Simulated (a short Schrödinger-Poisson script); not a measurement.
System: gated In0.52Al0.48As/In0.53Ga0.47As modulation-doped gas in a quantum well, at 300 K.

```tsv
layer	material	thickness (nm)	Nd (cm⁻³)	Na (cm⁻³)
1	In0.52Al0.48As	30	-	-
2	In0.52Al0.48As	10	6.4e17	-
3	In0.52Al0.48As	5	-	-
4	In0.53Ga0.47As	8	-	-
5	In0.52Al0.48As	4000	-	2e14
```

Constants are typed, rounded textbook-type inputs, not results; the design itself was drawn at random and stands for no fabricated device. In0.52Al0.48As: permittivity 12.5, conduction-band edge (eV) 0.52, gap (eV) 1.45, electron mass (mₑ) 0.075, Nv at 300 K (cm⁻³) 1.1e19. In0.53Ga0.47As: permittivity 13.9, conduction-band edge (eV) 0, gap (eV) 0.74, Nv at 300 K (cm⁻³) 7.7e18.

Channel valleys (confinement mass, in-plane density-of-states mass, number): Γ 0.041, 0.041, 1. At the gate the conduction-band edge of layer 1 lies 0.65 eV − eVg above the Fermi level of the channel; the field vanishes at the back. Donor level 0.05 eV below the band edge. The barrier under the gate holds no holes. Gaps are held at their typed values at every temperature. Mesh 0.08 nm at interfaces.

From a short Schrödinger-Poisson script (our own, NumPy): 1D Poisson equation in equilibrium, electrons quantum, Hartree (BenDaniel-Duke, 40 states a valley, the channel's in-plane mass for all, wave functions free to enter the barrier), parabolic valleys, classical holes, donors ionised by Fermi statistics, acceptors fully, no traps, pinning or gate leakage.

Only gate voltages with over 1e8 electrons/cm² are shown.

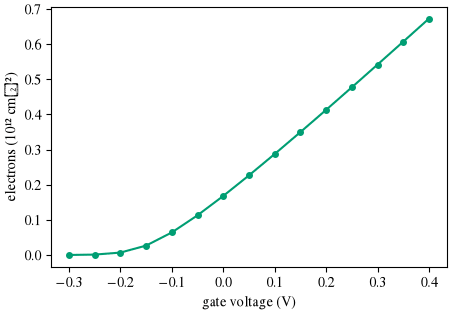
Figure: Sheet density against gate voltage

```tsv
Vg (V)	electrons (cm⁻²)	in the channel layer	C (μF/cm²)	Γ E0 (meV)	Γ E1 (meV)
0.4	6.73e11	6.47e11	0.211	-32.9	171.3
0.35	6.07e11	5.84e11	0.210	-27.9	176.5
0.3	5.42e11	5.21e11	0.209	-22.6	182.0
0.25	4.77e11	4.59e11	0.207	-17.1	187.8
0.2	4.13e11	3.97e11	0.205	-11.2	194.0
0.15	3.50e11	3.37e11	0.202	-4.8	200.7
0.1	2.88e11	2.77e11	0.198	2.3	208.1
0.05	2.27e11	2.18e11	0.193	10.4	216.5
0	1.68e11	1.62e11	0.184	20.0	226.3
-0.05	1.13e11	1.09e11	0.170	31.9	238.5
-0.1	6.43e10	6.19e10	0.144	48.0	254.9
-0.15	2.68e10	2.58e10	0.0977	71.7	278.8
-0.2	6.95e9	6.69e9	0.0404	107.2	314.4
-0.25	1.23e9	1.18e9	0.0127	152.2	359.4
-0.3	1.92e8	1.85e8	0.00700	200.2	407.4
```

Subbands count from the Fermi level.
